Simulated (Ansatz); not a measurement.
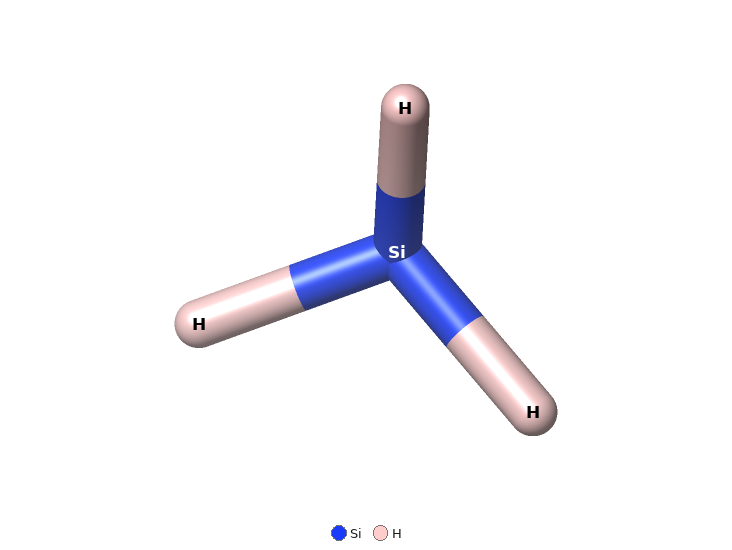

The picture shows a molecular structure as a stick model.

The species is neutral and a spin doublet. The geometry was computed by an optimisation with PBE0-D4/def2-TZVP.

Question: Give the formula.

Answer: SiH3, 4 atoms: 1 silicon and 3 hydrogen.

Question: How many bonds of each kind are drawn?

Answer: 3 Si–H. Sticks follow a distance rule.

Question: How many sets of symmetry-equivalent atoms are there?

Answer: 2: 1 Si, 3 H.

Question: Give the symmetry (Schoenflies symbol).

Answer: C3v.

The parts below concern this one geometry. Atoms keep their numbers from picture to picture.

## Geometry

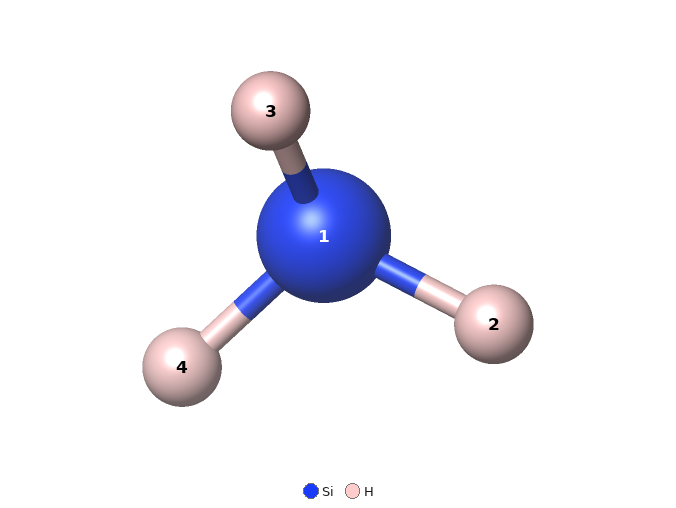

Atoms carry their numbers in the input.

Estimate the angles H2–Si1–H3.

```csv
angle,degrees
H2–Si1–H3,111.2
```

## Charges

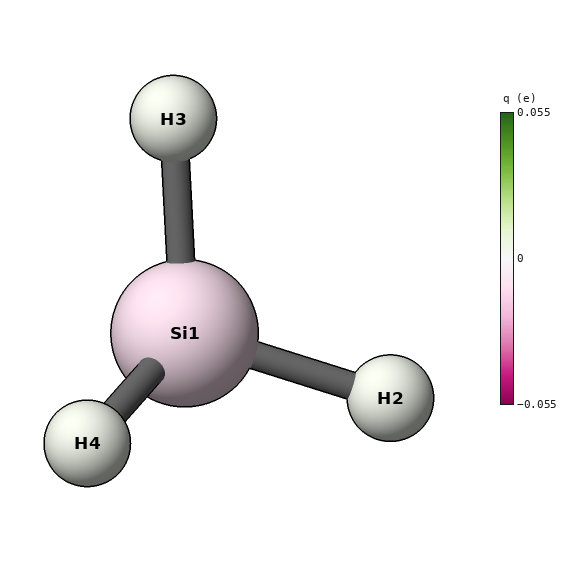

Atoms are coloured by their Mulliken charges. Level of theory: UKS PBE0-D4/def2-TZVP (Ansatz 0.2.0).

Give the Mulliken charges atom by atom.

```json
{"atom": "Si1", "value (e)": "−0.01"}
{"atom": "H2", "value (e)": "0.00"}
{"atom": "H3", "value (e)": "0.00"}
{"atom": "H4", "value (e)": "0.00"}
```

## Electronic properties

Method: UHF-CCSD(T), frozen core/def2-QZVPP (Ansatz 0.2.0).

Question: What is the ⟨S²⟩ of the determinant?

Answer: 0.755.

Question: What is the T1 diagnostic?

Answer: 0.016.

## Thermal motion

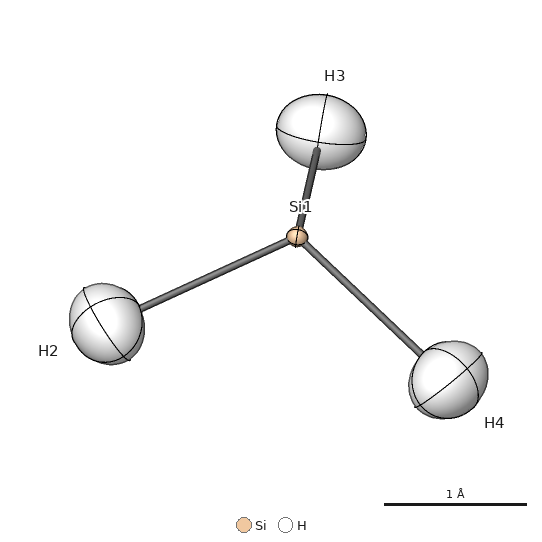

Displacement ellipsoids at the 50 % level, enlarged 2 times, from the internal vibrations of the free molecule (harmonic, no overall translation or rotation; no half-axis is drawn under 0.075 Å). Vibrations computed with UKS PBE0-D4/def2-TZVP (Ansatz 0.2.0). Temperature: 100 K.

Question: Which atom moves most?

Answer: H2, H3, H4, with U_eq = 0.0085 Å².

List U_eq and the three principal root-mean-square amplitudes for each kind of atom.

```tsv
atom	U_eq (Å²)	rms amplitudes (Å)
Si1	0.00005	0.006, 0.006, 0.009
H2, H3, H4	0.0085	0.085, 0.088, 0.103
```

Mulliken values depend strongly on the basis set and can even reverse the polarity of a bond.
